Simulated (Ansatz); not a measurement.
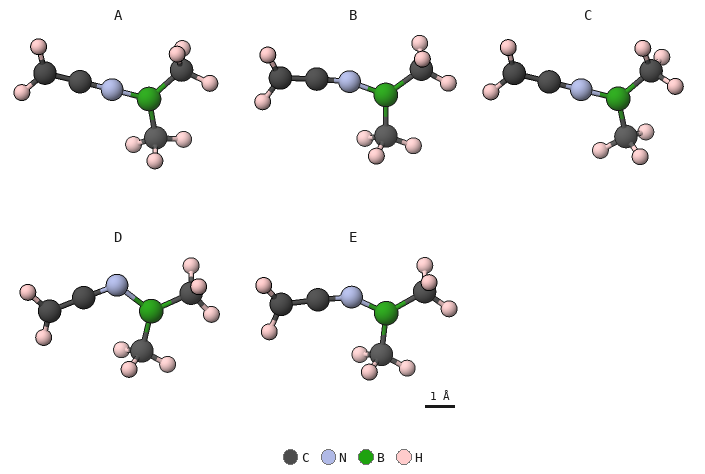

5 geometries from one relaxation of C$_{4}$H$_{8}$BN (coarse preliminary run), in shuffled order. The picture is a ball-and-stick view, seen at a tilt.

The start comes from a force field.

Level of theory: Ansatz 0.2.0, RKS PBE-D4/def2-SVP. Set-up: force threshold 0.03 eV/Å; at most 200 steps.

**Put them in the order of the run, from the start to the converged end.**

D, E, B, A, C. They are steps 0, 3, 5, 11, 24, at +33.5 kcal/mol, +7.12 kcal/mol, +2.80 kcal/mol, +0.73 kcal/mol relative to the last. An H atom moves most after the best rigid fit: 1.57 Å. Largest moves by element: H 1.57 Å, N 1.02 Å, C 0.67 Å, B 0.39 Å. Near-neighbour distances that change, for instance: B–N 1.626 → 1.406 Å, C–H 1.021 → 1.100 Å, C–N 1.267 → 1.212 Å, C–H 1.152 → 1.113 Å. Bond angles that change, for instance: C–N–B 120.8° → 180.0°, H–C–H 112.0° → 105.6°, B–C–H 108.5° → 114.4°. Groups turn about B–C by about 50°, B–C by about 45°. After 20 accepted moves (24 points after the start) the energy has fallen by 33.5 kcal/mol. Largest force component: 3.1 eV/Å at the start, 0.0063 eV/Å at the end. The line search rejected the trial steps at points 7, 14, 16, 19 of the run. The forces were under the threshold at step 17, but the run went on from there. Cost: 36 s on 4 threads of Arm Neoverse V1, with other jobs on the host.
